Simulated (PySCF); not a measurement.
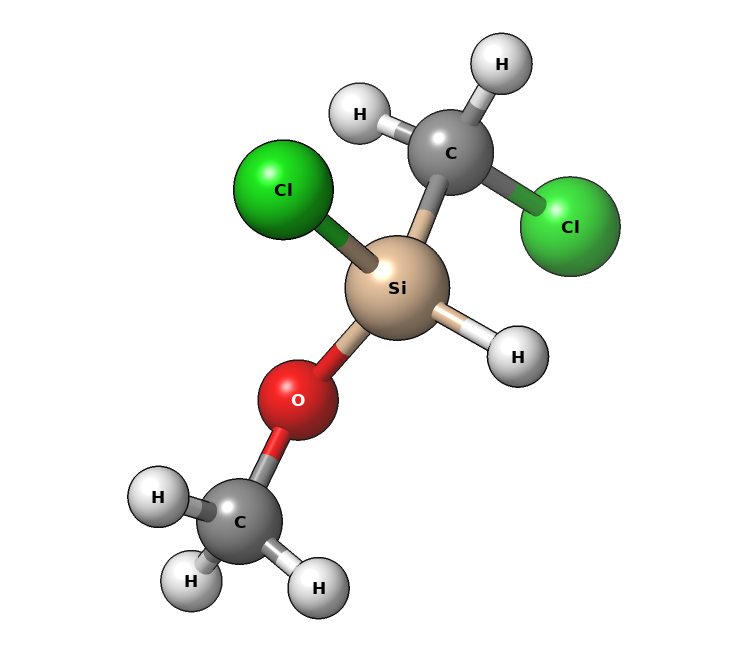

Rendered structure (ball-and-stick style).

**Count the atoms of each element.**

C2H6Cl2OSi, 12 atoms: 2 carbon, 6 hydrogen, 2 chlorine, 1 oxygen and 1 silicon.

**What is its SMILES?**

CO[Si@H](Cl)CCl

**Count the bonded pairs by element.**

5 C–H, 1 C–O, 1 O–Si, 1 Cl–Si, 1 C–Si, 1 C–Cl, 1 Si–H.

More results for the same structure follow; atom numbers are the same in all pictures, views and colours differ. The geometry was computed by an optimisation with PBE0-D3(BJ)/def2-SVP. No frequency run is at hand to confirm it as a minimum.

## Geometry

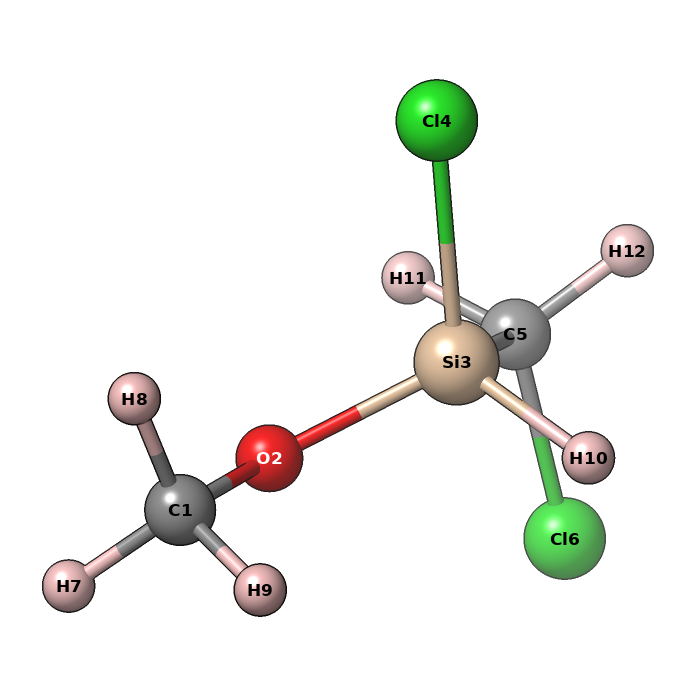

C5 lies behind Si3. The molecule seen a little off the Si3–C5 bond, Si3 in front. Atoms fade into the background with distance from the viewer. No frequency run is at hand to confirm it as a minimum.

**What is the torsion angle Cl4–Si3–C5–Cl6? The sign is positive where the front bond must turn clockwise to cover the back bond.**

172°, antiperiplanar (anti). The bonds about Si3–C5 are staggered.

## Dipole moment

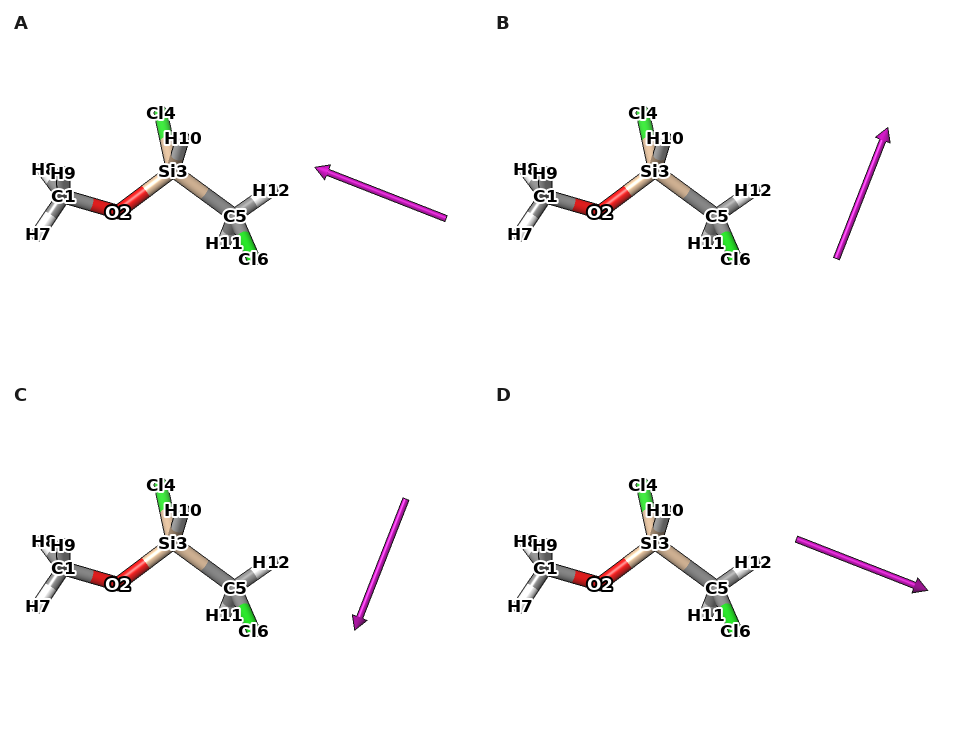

The same molecule four times, each with an arrow. No frequency run is at hand to confirm it as a minimum. Level of theory: PBE/def2-SVPD, gas phase (PySCF 2.14.0).

**Which arrow points along the dipole moment, from the negative to the positive end?**

A. The dipole moment is 0.94 D; it points from the side of Cl6 to the side of H8 (the outermost atoms at the two ends).

## Polarisability

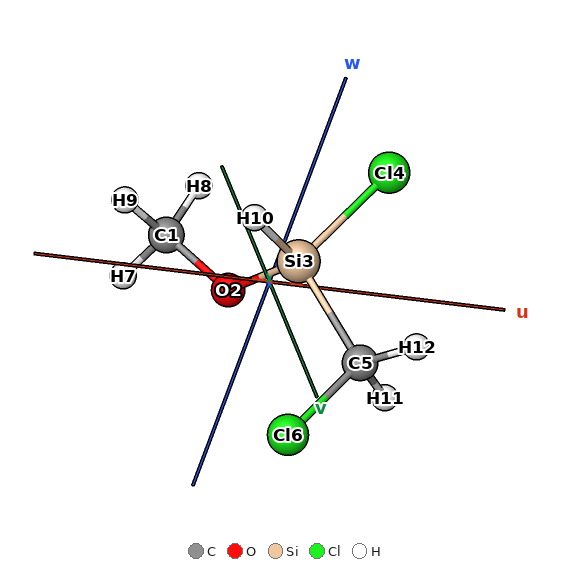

The lines u, v and w are the principal axes of the static dipole polarisability. No frequency run is at hand to confirm it as a minimum. Level of theory: BHandHLYP/def2-SVPD (PySCF 2.14.0).

**Along which axis is the molecule most polarisable, and along which least?**

Most along w (close to the long direction Cl4···Cl6), least along v.

**Give the three principal values.**

u 78.4, v 66.3, w 92.6 bohr³; mean 79.1, anisotropy 22.8 bohr³.

## Excitation

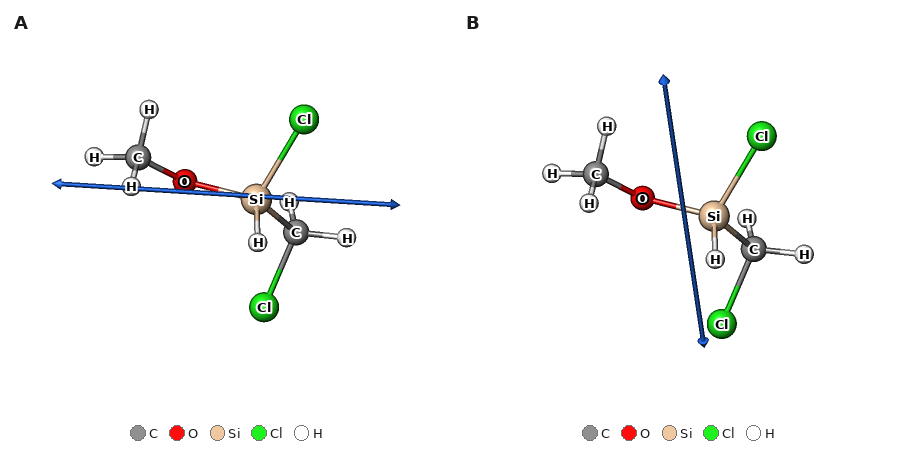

The double arrows show the directions of two transition dipoles from the ground state (lengths mean nothing). No frequency run is at hand to confirm it as a minimum. Method: TDDFT PBE0/6-31G*, vertical, gas phase, core orbitals frozen in the response (PySCF 2.14.0).

**One belongs to singlet state 1 and one to singlet state 3. Which is which?**

A: state 3, 7.75 eV (160 nm), oscillator strength 0.024, mainly HOMO−2 → LUMO (weight 0.51).
B: state 1, 6.88 eV (180 nm), oscillator strength 0.029, mainly HOMO → LUMO (weight 0.93).
